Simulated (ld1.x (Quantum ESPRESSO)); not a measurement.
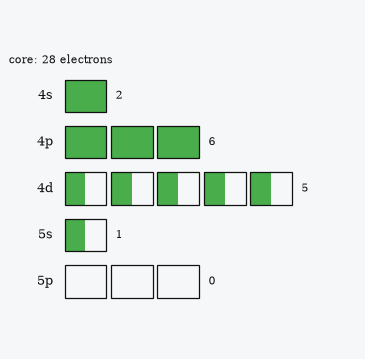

Figure 1. The valence shells of the reference configuration: a box for each of the 2l + 1 orbitals, shaded by the share of the shell that is filled, with the electron count at the right.

Pseudopotential generation for Mo (part 1 of 2)

Molybdenum (Mo, Z = 42), core [Ar] 3d10, reference valence 4s2 4p6 4d5 5s1 5p0, valence charge 14. Computed at this level: TM potential, PW91, scalar-relativistic, made with ld1.x (Quantum ESPRESSO) 7.5.

Log:
```
     Program LD1 v.7.5
     --------------------------- All-electron run ----------------------------

     Mo
     scalar relativistic calculation

     atomic number is 42.00
     dft =PW91   lsd =0 sic =0 latt =0  beta=0.20 tr2=1.0E-14
     Exchange-correlation= PW91
                           (   1   4   2   2   0   0   0)
     mesh =1229 r(mesh) = 100.71859 a.u. xmin = -7.00 dx = 0.01250
     1 Ry =  13.60569312 eV, c = 137.03599908

     n l     nl                  e(Ry)          e(Ha)          e(eV)
     1 0     1S 1( 2.00)     -1457.1529      -728.5764    -19825.5745
     2 0     2S 1( 2.00)      -205.8058      -102.9029     -2800.1304
     2 1     2P 1( 6.00)      -184.0060       -92.0030     -2503.5295
     3 0     3S 1( 2.00)       -35.0270       -17.5135      -476.5667
     3 1     3P 1( 6.00)       -27.8826       -13.9413      -379.3622
     4 0     4S 1( 2.00)        -4.7339        -2.3670       -64.4085
     4 1     4P 1( 6.00)        -2.8324        -1.4162       -38.5362
     3 2     3D 1(10.00)       -16.2528        -8.1264      -221.1305
     4 2     4D 1( 5.00)        -0.2793        -0.1397        -3.8007
     5 0     5S 1( 1.00)        -0.3042        -0.1521        -4.1382
     5 1     5P 1( 0.00)        -0.0801        -0.0401        -1.0903

     final scf error:  8.9E-15 reached in  26 iterations

     Etot =   -8098.654655 Ry,   -4049.327327 Ha, -110187.809942 eV

     Ekin =    8350.312746 Ry,    4175.156373 Ha,  113611.792702 eV
     Encl =  -19516.356022 Ry,   -9758.178011 Ha, -265533.550919 eV
     Eh   =    3315.741819 Ry,    1657.870909 Ha,   45112.965664 eV
     Exc  =    -248.353197 Ry,    -124.176599 Ha,   -3379.017389 eV

     normalization and overlap integrals

     s(1S/1S) =  1.000000  <r> =   0.0352  <r2> =    0.0017  r(max) =   0.0229
     s(2S/2S) =  1.000000  <r> =   0.1537  <r2> =    0.0279  r(max) =   0.1303
     s(2P/2P) =  1.000000  <r> =   0.1339  <r2> =    0.0219  r(max) =   0.1041
     s(3S/3S) =  1.000000  <r> =   0.4289  <r2> =    0.2108  r(max) =   0.3819
     s(3P/3P) =  1.000000  <r> =   0.4306  <r2> =    0.2158  r(max) =   0.3771
     s(4S/4S) =  1.000000  <r> =   1.1070  <r2> =    1.3902  r(max) =   0.9874
     s(4P/4P) =  1.000000  <r> =   1.2373  <r2> =    1.7589  r(max) =   1.0643
     s(3D/3D) =  1.000000  <r> =   0.4153  <r2> =    0.2074  r(max) =   0.3206
     s(4D/4D) =  1.000000  <r> =   1.9991  <r2> =    5.0714  r(max) =   1.3838
     s(5S/5S) =  1.000000  <r> =   3.5872  <r2> =   14.8733  r(max) =   2.9295
     s(5P/5P) =  1.000000  <r> =   5.4066  <r2> =   34.5106  r(max) =   4.1055

     ------------------------ End of All-electron run ------------------------

     --------------------- Generating NC pseudopotential ---------------------

      Generating local pot.: lloc=0, matching radius rcloc =   1.7500

      Computing core charge for nlcc:

       r > 1.05 : true rho core
       r < 1.05 : rho core = a sin(br)/r    a=   2.19  b=   2.69

      Integrated core pseudo-charge :   1.96

      Wfc   4P  rcut= 1.669  Using Troullier-Martins method

      Wfc   4D  rcut= 2.143  Using Troullier-Martins method

     ------------------- End of pseudopotential generation -------------------

     --------------------------- All-electron run ----------------------------

     Mo
     scalar relativistic calculation

     atomic number is 42.00
     dft =PW91   lsd =0 sic =0 latt =0  beta=0.20 tr2=1.0E-14
     Exchange-correlation= PW91
                           (   1   4   2   2   0   0   0)
     mesh =1229 r(mesh) = 100.71859 a.u. xmin = -7.00 dx = 0.01250
     1 Ry =  13.60569312 eV, c = 137.03599908

     n l     nl                  e(Ry)          e(Ha)          e(eV)
     1 0     1S 1( 2.00)     -1457.1529      -728.5764    -19825.5745
     2 0     2S 1( 2.00)      -205.8058      -102.9029     -2800.1304
     2 1     2P 1( 6.00)      -184.0060       -92.0030     -2503.5295
     3 0     3S 1( 2.00)       -35.0270       -17.5135      -476.5667
     3 1     3P 1( 6.00)       -27.8826       -13.9413      -379.3622
     4 0     4S 1( 2.00)        -4.7339        -2.3670       -64.4085
     4 1     4P 1( 6.00)        -2.8324        -1.4162       -38.5362
     3 2     3D 1(10.00)       -16.2528        -8.1264      -221.1305
     4 2     4D 1( 5.00)        -0.2793        -0.1397        -3.8007
     5 0     5S 1( 1.00)        -0.3042        -0.1521        -4.1382
     5 1     5P 1( 0.00)        -0.0801        -0.0401        -1.0903

     final scf error:  8.9E-15 reached in  26 iterations

     Etot =   -8098.654655 Ry,   -4049.327327 Ha, -110187.809942 eV

     Ekin =    8350.312746 Ry,    4175.156373 Ha,  113611.792702 eV
     Encl =  -19516.356022 Ry,   -9758.178011 Ha, -265533.550919 eV
     Eh   =    3315.741819 Ry,    1657.870909 Ha,   45112.965664 eV
     Exc  =    -248.353197 Ry,    -124.176599 Ha,   -3379.017389 eV

     normalization and overlap integrals

     s(1S/1S) =  1.000000  <r> =   0.0352  <r2> =    0.0017  r(max) =   0.0229
     s(2S/2S) =  1.000000  <r> =   0.1537  <r2> =    0.0279  r(max) =   0.1303
     s(2P/2P) =  1.000000  <r> =   0.1339  <r2> =    0.0219  r(max) =   0.1041
     s(3S/3S) =  1.000000  <r> =   0.4289  <r2> =    0.2108  r(max) =   0.3819
     s(3P/3P) =  1.000000  <r> =   0.4306  <r2> =    0.2158  r(max) =   0.3771
     s(4S/4S) =  1.000000  <r> =   1.1070  <r2> =    1.3902  r(max) =   0.9874
     s(4P/4P) =  1.000000  <r> =   1.2373  <r2> =    1.7589  r(max) =   1.0643
     s(3D/3D) =  1.000000  <r> =   0.4153  <r2> =    0.2074  r(max) =   0.3206
     s(4D/4D) =  1.000000  <r> =   1.9991  <r2> =    5.0714  r(max) =   1.3838
     s(5S/5S) =  1.000000  <r> =   3.5872  <r2> =   14.8733  r(max) =   2.9295
     s(5P/5P) =  1.000000  <r> =   5.4066  <r2> =   34.5106  r(max) =   4.1055

     ------------------------ End of All-electron run ------------------------

     Computing logarithmic derivative in   2.35396
     Message from routine run_pseudo:
     Warning: convergence not achieved
     Computing logarithmic derivative in   2.35396
     Computing the partial wave expansion
       no projector for channel:   0
     R is outside the sphere for l=    1 j= 0.00
     R is outside the sphere for l=    2 j= 0.00

     ---------------------- Testing the pseudopotential ----------------------

     Mo
     scalar relativistic calculation

     atomic number is 42.00   valence charge is 14.00
     dft =PW91   lsd =0 sic =0 latt =0  beta=0.20 tr2=1.0E-14
     mesh =1229 r(mesh) = 100.71859 xmin = -7.00 dx = 0.01250

     n l     nl             e AE (Ry)        e PS (Ry)    De AE-PS (Ry)
     1 0     4S   1( 2.00)       -4.73393       -4.73393       -0.00000
     2 1     4P   1( 6.00)       -2.83236       -2.83237        0.00001
     3 2     4D   1( 5.00)       -0.27934       -0.27935        0.00000
     2 0     5S   1( 1.00)       -0.30415       -0.37762        0.07347  !
     3 1     5P   1( 0.00)       -0.08014       -0.08995        0.00981  !

     eps = 1.6E-12  iter =201

     Etot =   -8098.654655 Ry,   -4049.327327 Ha, -110187.809942 eV
     Etotps =  -139.218724 Ry,     -69.609362 Ha,   -1894.167233 eV

     Ekin =      44.106755 Ry,      22.053377 Ha,     600.102968 eV
     Encl =    -275.670129 Ry,    -137.835065 Ha,   -3750.683181 eV
     Ehrt =     113.799133 Ry,      56.899566 Ha,    1548.316079 eV
     Ecxc =     -17.901626 Ry,      -8.950813 Ha,    -243.564032 eV
     (Ecc =      -1.253494 Ry,      -0.626747 Ha,     -17.054659 eV)
     Epseu=      -3.552856 Ry,      -1.776428 Ha,     -48.339065 eV

     ---------------------- End of pseudopotential test ----------------------
```

Output of the test run (extracts):
```
     ---------------------- Testing the pseudopotential ----------------------

     Mo
     scalar relativistic calculation

     atomic number is 42.00   valence charge is 14.00
     dft =PW91   lsd =0 sic =0 latt =0  beta=0.20 tr2=1.0E-14
     mesh =1229 r(mesh) = 100.71859 xmin = -7.00 dx = 0.01250

     n l     nl             e AE (Ry)        e PS (Ry)    De AE-PS (Ry)
     1 0     4S   1( 2.00)       -4.73393       -4.73393       -0.00000
     2 1     4P   1( 6.00)       -2.83236       -2.83237        0.00001
     3 2     4D   1( 5.00)       -0.27934       -0.27935        0.00000
     2 0     5S   1( 1.00)       -0.30415       -0.37762        0.07347  !
     3 1     5P   1( 0.00)       -0.08014       -0.08995        0.00981  !

     eps = 1.1E-12  iter =201

     Etot =   -8098.654655 Ry,   -4049.327327 Ha, -110187.809942 eV
     Etotps =  -139.218724 Ry,     -69.609362 Ha,   -1894.167233 eV

     Ekin =      44.106755 Ry,      22.053377 Ha,     600.102968 eV
     Encl =    -275.670129 Ry,    -137.835065 Ha,   -3750.683181 eV
     Ehrt =     113.799133 Ry,      56.899566 Ha,    1548.316079 eV
     Ecxc =     -17.901626 Ry,      -8.950813 Ha,    -243.564032 eV
     (Ecc =      -1.253494 Ry,      -0.626747 Ha,     -17.054659 eV)
     Epseu=      -3.552856 Ry,      -1.776428 Ha,     -48.339065 eV

     ---------------------- End of pseudopotential test ----------------------

     ---------------------- Testing the pseudopotential ----------------------

     Mo
     scalar relativistic calculation

     atomic number is 42.00   valence charge is 14.00
     dft =PW91   lsd =0 sic =0 latt =0  beta=0.20 tr2=1.0E-14
     mesh =1229 r(mesh) = 100.71859 xmin = -7.00 dx = 0.01250

     n l     nl             e AE (Ry)        e PS (Ry)    De AE-PS (Ry)
     1 0     4S   1( 2.00)       -5.23239       -5.29691        0.06451  !
     2 1     4P   1( 6.00)       -3.33351       -3.39294        0.05942  !
     3 2     4D   1( 5.00)       -0.76967       -0.81865        0.04898  !
     2 0     5S   1( 0.00)       -0.72656       -0.86056        0.13400  !
     3 1     5P   1( 0.00)       -0.43998       -0.49138        0.05140  !

     eps = 8.8E-13  iter =201

     Etot =   -8098.144315 Ry,   -4049.072157 Ha, -110180.866414 eV
     Etotps =  -138.605405 Ry,     -69.302702 Ha,   -1885.822605 eV
     dEtot_ae =       0.510340 Ry
     dEtot_ps =       0.613319 Ry,   Delta E=      -0.102979 Ry

     Ekin =      44.398572 Ry,      22.199286 Ha,     604.073349 eV
     Encl =    -268.133130 Ry,    -134.066565 Ha,   -3648.137081 eV
     Ehrt =     106.308553 Ry,      53.154276 Ha,    1446.401544 eV
     Ecxc =     -17.525849 Ry,      -8.762924 Ha,    -238.451318 eV
     (Ecc =      -1.253494 Ry,      -0.626747 Ha,     -17.054659 eV)
     Epseu=      -3.653551 Ry,      -1.826776 Ha,     -49.709099 eV

     ---------------------- End of pseudopotential test ----------------------

     ---------------------- Testing the pseudopotential ----------------------

     Mo
     scalar relativistic calculation

     atomic number is 42.00   valence charge is 14.00
     dft =PW91   lsd =0 sic =0 latt =0  beta=0.20 tr2=1.0E-14
     mesh =1229 r(mesh) = 100.71859 xmin = -7.00 dx = 0.01250

     n l     nl             e AE (Ry)        e PS (Ry)    De AE-PS (Ry)
     1 0     4S   1( 2.00)       -6.08838       -6.15619        0.06780  !
     2 1     4P   1( 6.00)       -4.17650       -4.24128        0.06478  !
     3 2     4D   1( 4.00)       -1.53535       -1.59459        0.05924  !
     2 0     5S   1( 0.00)       -1.30683       -1.49566        0.18883  !
     3 1     5P   1( 0.00)       -0.94102       -1.02577        0.08475  !

     eps = 3.3E-13  iter =201

     Etot =   -8097.003478 Ry,   -4048.501739 Ha, -110165.344532 eV
     Etotps =  -137.409660 Ry,     -68.704830 Ha,   -1869.553672 eV
     dEtot_ae =       1.651177 Ry
     dEtot_ps =       1.809063 Ry,   Delta E=      -0.157886 Ry

     Ekin =      42.967333 Ry,      21.483667 Ha,     584.600353 eV
     Encl =    -255.672685 Ry,    -127.836342 Ha,   -3478.604089 eV
     Ehrt =      95.811221 Ry,      47.905610 Ha,    1303.578070 eV
     Ecxc =     -16.766840 Ry,      -8.383420 Ha,    -228.124480 eV
     (Ecc =      -1.253494 Ry,      -0.626747 Ha,     -17.054659 eV)
     Epseu=      -3.748690 Ry,      -1.874345 Ha,     -51.003528 eV

     ---------------------- End of pseudopotential test ----------------------

     ---------------------- Testing the pseudopotential ----------------------

     Mo
     scalar relativistic calculation

     atomic number is 42.00   valence charge is 14.00
     dft =PW91   lsd =0 sic =0 latt =0  beta=0.20 tr2=1.0E-14
     mesh =1229 r(mesh) = 100.71859 xmin = -7.00 dx = 0.01250

     n l     nl             e AE (Ry)        e PS (Ry)    De AE-PS (Ry)
     1 0     4S   1( 2.00)       -7.08453       -7.14619        0.06166  !
     2 1     4P   1( 6.00)       -5.15233       -5.21374        0.06142  !
     3 2     4D   1( 3.00)       -2.42356       -2.48576        0.06220  !
     2 0     5S   1( 0.00)       -1.97102       -2.22001        0.24899  !
     3 1     5P   1( 0.00)       -1.53166       -1.65322        0.12156  !

     eps = 9.8E-13  iter =201

     Etot =   -8095.033034 Ry,   -4047.516517 Ha, -110138.535287 eV
     Etotps =  -135.378002 Ry,     -67.689001 Ha,   -1841.911552 eV
     dEtot_ae =       3.621620 Ry
     dEtot_ps =       3.840722 Ry,   Delta E=      -0.219101 Ry

     Ekin =      40.777720 Ry,      20.388860 Ha,     554.809141 eV
     Encl =    -241.098524 Ry,    -120.549262 Ha,   -3280.312530 eV
     Ehrt =      84.626864 Ry,      42.313432 Ha,    1151.407141 eV
     Ecxc =     -15.856659 Ry,      -7.928330 Ha,    -215.740840 eV
     (Ecc =      -1.253494 Ry,      -0.626747 Ha,     -17.054659 eV)
     Epseu=      -3.827402 Ry,      -1.913701 Ha,     -52.074463 eV

     ---------------------- End of pseudopotential test ----------------------

     ---------------------- Testing the pseudopotential ----------------------

     Mo
     scalar relativistic calculation

     atomic number is 42.00   valence charge is 14.00
     dft =PW91   lsd =0 sic =0 latt =0  beta=0.20 tr2=1.0E-14
     mesh =1229 r(mesh) = 100.71859 xmin = -7.00 dx = 0.01250

     n l     nl             e AE (Ry)        e PS (Ry)    De AE-PS (Ry)
     1 0     4S   1( 2.00)       -5.60355       -5.59500       -0.00855  !
     2 1     4P   1( 5.00)       -3.67732       -3.66789       -0.00943  !
     3 2     4D   1( 5.00)       -1.01467       -1.01191       -0.00276
     2 0     5S   1( 1.00)       -0.82794       -0.95892        0.13098  !
     3 1     5P   1( 0.00)       -0.50490       -0.54423        0.03933  !

     eps = 2.2E-12  iter =201

     Etot =   -8095.418723 Ry,   -4047.709361 Ha, -110143.782841 eV
     Etotps =  -135.984491 Ry,     -67.992245 Ha,   -1850.163252 eV
     dEtot_ae =       3.235932 Ry
     dEtot_ps =       3.234233 Ry,   Delta E=       0.001699 Ry

     Ekin =      44.743330 Ry,      22.371665 Ha,     608.764012 eV
     Encl =    -263.035355 Ry,    -131.517678 Ha,   -3578.778325 eV
     Ehrt =     103.029759 Ry,      51.514879 Ha,    1401.791278 eV
     Ecxc =     -17.060834 Ry,      -8.530417 Ha,    -232.124471 eV
     (Ecc =      -1.253494 Ry,      -0.626747 Ha,     -17.054659 eV)
     Epseu=      -3.661390 Ry,      -1.830695 Ha,     -49.815746 eV

     ---------------------- End of pseudopotential test ----------------------

     ---------------------- Testing the pseudopotential ----------------------

     Mo
     scalar relativistic calculation

     atomic number is 42.00   valence charge is 14.00
     dft =PW91   lsd =0 sic =0 latt =0  beta=0.20 tr2=1.0E-14
     mesh =1229 r(mesh) = 100.71859 xmin = -7.00 dx = 0.01250

     n l     nl             e AE (Ry)        e PS (Ry)    De AE-PS (Ry)
     1 0     4S   1( 2.00)       -5.47199       -5.46702       -0.00496
     2 1     4P   1( 6.00)       -3.56073       -3.55931       -0.00142
     3 2     4D   1( 4.00)       -0.94272       -0.94782        0.00510  !
     2 0     5S   1( 1.00)       -0.81129       -0.93111        0.11981  !
     3 1     5P   1( 0.00)       -0.49697       -0.53395        0.03698  !

     eps = 4.9E-12  iter =201

     Etot =   -8098.057968 Ry,   -4049.028984 Ha, -110179.691606 eV
     Etotps =  -138.618655 Ry,     -69.309328 Ha,   -1886.002884 eV
     dEtot_ae =       0.596687 Ry
     dEtot_ps =       0.600069 Ry,   Delta E=      -0.003382 Ry

     Ekin =      43.014963 Ry,      21.507482 Ha,     585.248390 eV
     Encl =    -265.026536 Ry,    -132.513268 Ha,   -3605.869717 eV
     Ehrt =     104.246776 Ry,      52.123388 Ha,    1418.349646 eV
     Ecxc =     -17.256591 Ry,      -8.628296 Ha,    -234.787883 eV
     (Ecc =      -1.253494 Ry,      -0.626747 Ha,     -17.054659 eV)
     Epseu=      -3.597268 Ry,      -1.798634 Ha,     -48.943319 eV

     ---------------------- End of pseudopotential test ----------------------

     ---------------------- Testing the pseudopotential ----------------------

     Mo
     scalar relativistic calculation

     atomic number is 42.00   valence charge is 14.00
     dft =PW91   lsd =0 sic =0 latt =0  beta=0.20 tr2=1.0E-14
     mesh =1229 r(mesh) = 100.71859 xmin = -7.00 dx = 0.01250

     n l     nl             e AE (Ry)        e PS (Ry)    De AE-PS (Ry)
     1 0     4S   1( 2.00)       -4.83400       -4.86130        0.02729  !
     2 1     4P   1( 6.00)       -2.93342       -2.95703        0.02361  !
     3 2     4D   1( 5.00)       -0.37303       -0.38876        0.01573  !
     2 0     5S   1( 0.00)       -0.37014       -0.45983        0.08969  !
     3 1     5P   1( 1.00)       -0.12947       -0.14467        0.01520  !

     eps = 7.5E-12  iter =201

     Etot =   -8098.421766 Ry,   -4049.210883 Ha, -110184.641327 eV
     Etotps =  -138.916676 Ry,     -69.458338 Ha,   -1890.057666 eV
     dEtot_ae =       0.232889 Ry
     dEtot_ps =       0.302048 Ry,   Delta E=      -0.069159 Ry

     Ekin =      44.509768 Ry,      22.254884 Ha,     605.586238 eV
     Encl =    -274.106410 Ry,    -137.053205 Ha,   -3729.407699 eV
     Ehrt =     112.153214 Ry,      56.076607 Ha,    1525.922217 eV
     Ecxc =     -17.786833 Ry,      -8.893417 Ha,    -242.002198 eV
     (Ecc =      -1.253494 Ry,      -0.626747 Ha,     -17.054659 eV)
     Epseu=      -3.686414 Ry,      -1.843207 Ha,     -50.156224 eV

     ---------------------- End of pseudopotential test ----------------------

     ---------------------- Testing the pseudopotential ----------------------

     Mo
     scalar relativistic calculation

     atomic number is 42.00   valence charge is 14.00
     dft =PW91   lsd =0 sic =0 latt =0  beta=0.20 tr2=1.0E-14
     mesh =1229 r(mesh) = 100.71859 xmin = -7.00 dx = 0.01250

     n l     nl             e AE (Ry)        e PS (Ry)    De AE-PS (Ry)
     1 0     4S   1( 2.00)       -5.03739       -5.00477       -0.03262  !
     2 1     4P   1( 6.00)       -3.12528       -3.09700       -0.02828  !
     3 2     4D   1( 4.00)       -0.51178       -0.49205       -0.01973  !
     2 0     5S   1( 1.00)       -0.42531       -0.50708        0.08177  !
     3 1     5P   1( 1.00)       -0.15574       -0.16297        0.00724  !

     eps = 3.9E-12  iter =201

     Etot =   -8098.378586 Ry,   -4049.189293 Ha, -110184.053841 eV
     Etotps =  -138.960492 Ry,     -69.480246 Ha,   -1890.653805 eV
     dEtot_ae =       0.276068 Ry
     dEtot_ps =       0.258232 Ry,   Delta E=       0.017836 Ry

     Ekin =      43.244002 Ry,      21.622001 Ha,     588.364626 eV
     Encl =    -271.420282 Ry,    -135.710141 Ha,   -3692.861066 eV
     Ehrt =     110.429980 Ry,      55.214990 Ha,    1502.476416 eV
     Ecxc =     -17.564782 Ry,      -8.782391 Ha,    -238.981040 eV
     (Ecc =      -1.253494 Ry,      -0.626747 Ha,     -17.054659 eV)
     Epseu=      -3.649409 Ry,      -1.824705 Ha,     -49.652742 eV

     ---------------------- End of pseudopotential test ----------------------
```

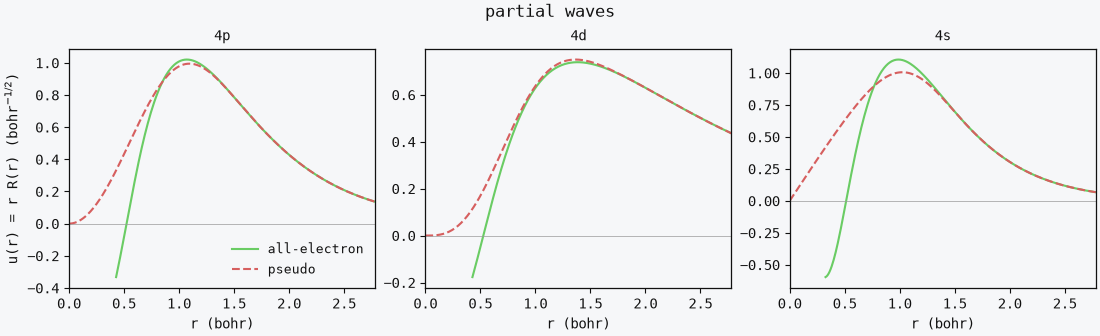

Figure 2. Pseudo-waves (dashed) against the all-electron radial functions (solid). The innermost oscillations of some all-electron curves aren't drawn. Reference configuration 4s2 4p6 4d5 5s1 5p0.

- Matching radii: 4p at 1.65 bohr; 4d at 2.14 bohr; 4s at 1.75 bohr. The curves merge smoothly, so the plot gives these only roughly.
- Nodes of the pseudo-waves: 4p has no node; 4d has no node; 4s has no node. The potential isn't sound: the pseudo-atom misses its own reference levels by up to 1.00 eV.

(Continued in part 2.) Outcome of the run: generated; the pseudo-atom misses its reference levels by up to 1.00 eV (5s, which has no pseudo-wave of its own).
